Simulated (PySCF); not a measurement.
**C$_{3}$H$_{4}$ClOSi (SMILES O=C/C(Cl)=C\[SiH2]) (doublet): density, localisation and related maps**

| atom | x (Å) | y (Å) | z (Å) |
| --- | --- | --- | --- |
| O | -2.4101 | -1.5394 | 0.2211 |
| C | -1.3145 | -1.0212 | 0.1311 |
| C | -1.0173 | 0.3741 | 0.0284 |
| Cl | -2.3723 | 1.4471 | 0.0342 |
| C | 0.2542 | 0.9037 | -0.0741 |
| Si | 1.8331 | 0.0335 | -0.0994 |
| H | -0.3868 | -1.6389 | 0.1203 |
| H | 0.3057 | 1.9846 | -0.1479 |
| H | 2.0888 | -1.3919 | -0.0169 |
| H | 3.0282 | 0.8532 | -0.2191 |

Geometry: GFN2-xTB.

All numbers below come from UKS B3LYP, pcH-1 on C Cl H O Si, non-relativistic, mean-field spin-orbit, GIAO in PySCF 2.14.0, density-fitted response routines.

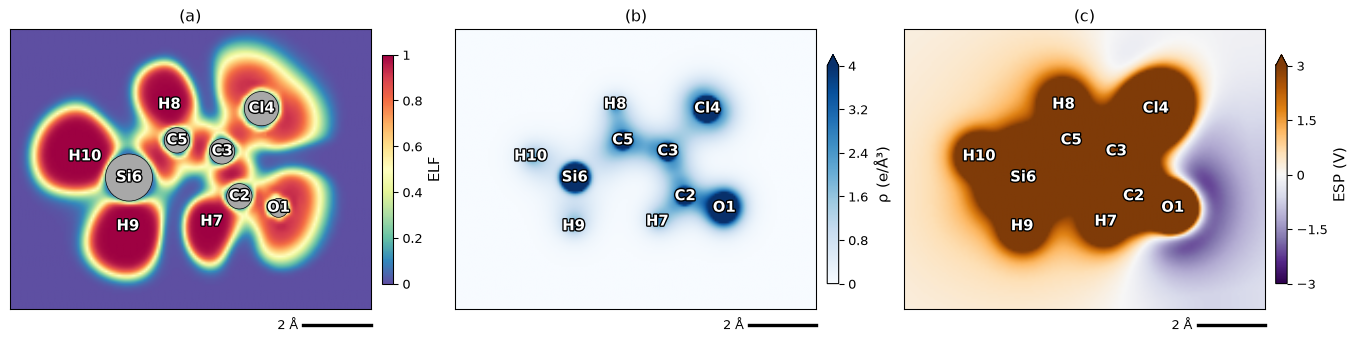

Figure 1. (a) electron localisation function; (b) electron density; (c) molecular electrostatic potential on the molecular plane. Grey discs cover the atomic cores in the ELF map.

> Describe what can be read from this map.

The plane passes through O, C, Cl, Si and H nuclei.
C–O (1.22 Å): ρ is about 3.2 e/Å³ halfway; the ELF peaks at about 0.85 between the atoms; a multiple bond.
C–C (1.38 Å): the density is about 2.1 e/Å³ at the midpoint; the ELF peaks at about 0.95 between the atoms: a covalent bond.
C–Cl (1.73 Å): ρ is about 1.4 e/Å³ halfway; the ELF peaks at about 0.90 between the atoms: a shared electron pair.
C–Si (1.80 Å): the density is about 1 e/Å³ at the midpoint; the ELF peaks at about 0.95 between the atoms: a covalent bond.
C–H (1.08 Å): the density is about 2 e/Å³ at the midpoint; the ELF climbs to about 1 towards the hydrogen, as it does in any bond to H (an ordinary covalent bond to hydrogen).
The ELF also peaks beside O1 and Cl4, away from the bonds: non-bonding electrons, paired or unpaired.
Outside the dense part of the molecule the potential is most negative (−2.2 V) near O1.

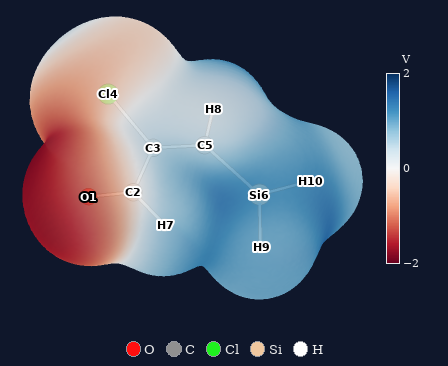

Figure 2. The electrostatic potential painted on the density surface at 0.002 e/bohr³, seen at a tilt; the colour scale runs from red (negative) to blue (positive).

> Describe the electrostatic potential map.

The most negative region (about −1.8 V) lies over O1, the most positive (about +1.5 V) over Si6 and H8. Cl4 shows a σ-hole: about +0.4 V at the tip opposite its bond, against about −0.5 V on its flanks. O1 is the likeliest acceptor of a hydrogen bond.
